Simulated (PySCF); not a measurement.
# C5H12BN: electronic excitations

Wanted: the electronic excitations of C5H12BN (`C[BH2-][N+]#CC(C)C`), by calculation.

Computed with PySCF 2.14.0, with density-fitted response routines of our own, on a single molecule in the gas phase. Atoms count from 0, in the outputs and in this text.

### 1 The starting structure

19 atoms, charge 0, multiplicity 1; geometry from: GFN2-xTB.

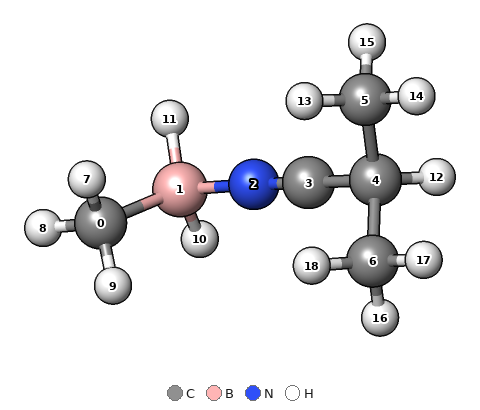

As it starts; carbon grey, boron pink, nitrogen blue, hydrogen white, atoms numbered.

### 2 Ultraviolet spectrum: wB97X-D/def2-SVPD

Job settings and geometry (Å):

```
{"job": {"kind": "uv", "xc": "wB97X-D", "basis": "def2-SVPD", "nstates": 8, "ntriplets": 3}, "charge": 0, "multiplicity": 1}
C     -2.948765     0.049352     0.584936
B     -2.345658     0.504957    -0.868261
N     -0.894763     0.302784    -0.773976
C      0.228257     0.109325    -0.618450
C      1.632664    -0.125847    -0.389978
C      2.212377     1.021224     0.445986
C      1.818810    -1.478289     0.307895
H     -2.545250     0.644660     1.402552
H     -4.027614     0.178192     0.589130
H     -2.743169    -0.997063     0.804849
H     -2.708604    -0.191164    -1.767938
H     -2.493198     1.668159    -1.093565
H      2.132299    -0.151161    -1.366973
H      1.724202     1.065268     1.416768
H      3.277245     0.863479     0.598135
H      2.068577     1.974030    -0.057537
H      1.406497    -2.283184    -0.295567
H      2.877877    -1.667500     0.464771
H      1.318413    -1.477971     1.273363
```

Level: TDDFT wB97X-D/def2-SVPD, vertical, gas phase, core orbitals frozen in the response.

Run with:

```
$ OMP_NUM_THREADS=1 python probes_run.py task.json out
```

This one command runs all jobs of the session in turn.

Standard output:

```text
coarse grid: 15024 points
cycle   1  E = -276.9225121126  dE =  9.230e-01  |g| = 5.416e-01  |ddm| = 9.694e+00
cycle   2  E = -276.8747905487  dE =  4.772e-02  |g| = 7.889e-01  |ddm| = 2.268e+00
cycle   3  E = -277.0111940245  dE = -1.364e-01  |g| = 9.014e-02  |ddm| = 1.408e+00
cycle   4  E = -277.0128261460  dE = -1.632e-03  |g| = 4.589e-02  |ddm| = 1.970e-01
cycle   5  E = -277.0132895840  dE = -4.634e-04  |g| = 3.977e-03  |ddm| = 1.120e-01
cycle   6  E = -277.0132949718  dE = -5.388e-06  |g| = 1.359e-03  |ddm| = 2.845e-02
final grid: 142704 points
cycle   7  E = -277.0566496823  dE = -1.068e-04  |g| = 5.824e-03  |ddm| = 3.375e-01
cycle   8  E = -277.0566490682  dE =  6.141e-07  |g| = 6.607e-03  |ddm| = 2.574e-02
cycle   9  E = -277.0566574925  dE = -8.424e-06  |g| = 1.485e-03  |ddm| = 9.834e-03
cycle  10  E = -277.0566579739  dE = -4.814e-07  |g| = 3.585e-04  |ddm| = 3.042e-03
cycle  11  E = -277.0566580175  dE = -4.352e-08  |g| = 6.658e-05  |ddm| = 1.124e-03
cycle  12  E = -277.0566580194  dE = -1.964e-09  |g| = 2.426e-05  |ddm| = 2.044e-04
cycle  13  E = -277.0566580198  dE = -3.508e-10  |g| = 6.584e-06  |ddm| = 1.166e-04
converged SCF energy = -277.0566580198

Static polarisability (au): isotropic 89.502, principal 73.710 76.680 118.117

Singlet excitations
state   eV       nm        f      main configurations
  1   5.8219    213.0   0.00277   H->L 0.64, H->L+2 0.14, H-1->L+1 0.10
  2   6.0330    205.5   0.02178   H->L+1 0.43, H-1->L 0.42
  3   6.0604    204.6   0.01303   H-1->L+1 0.79, H->L 0.10
  4   6.9292    178.9   0.68265   H->L+1 0.46, H-1->L 0.33, H-1->L+2 0.11
  5   7.1732    172.8   0.00541   H->L+2 0.69, H->L+5 0.12, H->L 0.10
  6   7.3105    169.6   0.00874   H-1->L+2 0.67, H-1->L 0.13, H-1->L+5 0.12
  7   8.2923    149.5   0.08491   H-1->L+3 0.46, H-1->L+7 0.22, H-1->L+5 0.11
  8   8.3160    149.1   0.00243   H->L+5 0.30, H->L+3 0.25, H->L+7 0.15

Triplet excitations (Tamm-Dancoff, eV): 5.2735 5.5703 5.5830
```

Wall time 84 s (1 thread of Arm Neoverse N1, shared host); peak memory 1 GiB.

Frontier orbitals and where they lie:

```csv
orbital,eV,atoms
HOMO−3,-11.88,"C0 39 %, H9 16 %, H7 16 %"
HOMO−2,-11.22,"C0 38 %, H8 22 %, B1 12 %"
HOMO−1,-9.16,"C0 32 %, B1 28 %, N2 9 %"
HOMO,-9.10,"B1 32 %, H11 19 %, H10 17 %"
LUMO,1.26,"N2 22 %, C3 22 %, C4 13 %"
LUMO+1,1.48,"N2 30 %, C3 29 %, C4 7 %"
LUMO+2,1.80,"C3 20 %, B1 16 %, N2 10 %"
```

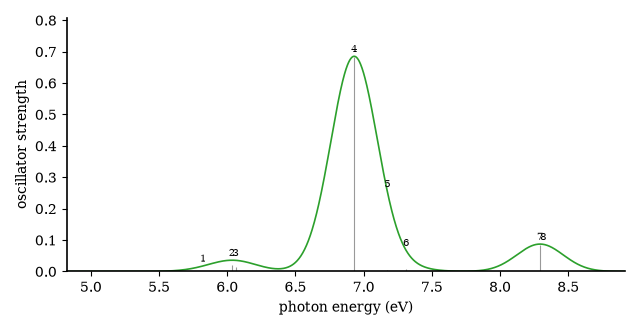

Absorption spectrum from the 8 singlet states computed; above the last one it falls off for lack of states. Lines are broadened to a width of 0.40 eV (Gaussian).

Further results of this job:

```csv
property,computed
dipole moment (D),7.50
polarisability (Å³),13.26
HOMO–LUMO gap (eV),10.35
−ε(HOMO) (eV),9.10
```

### 3 Outcome

| quantity | value |
| --- | --- |
| lowest singlet (wB97X-D/def2-SVPD) | 5.82 eV (213 nm), f = 0.003 |
| brightest single state of those computed | state 4, 6.93 eV, f = 0.683 |
| lowest triplet | 5.27 eV |

**Reading.** The lowest singlet, at 5.82 eV, is HOMO→LUMO 0.64, HOMO→LUMO+2 0.14 and is weak; of the 8 states computed, the strongest absorption comes from state 4 at 6.93 eV. The lowest triplet lies 0.55 eV below the lowest singlet (triplets in Tamm-Dancoff, singlets in full TDDFT).
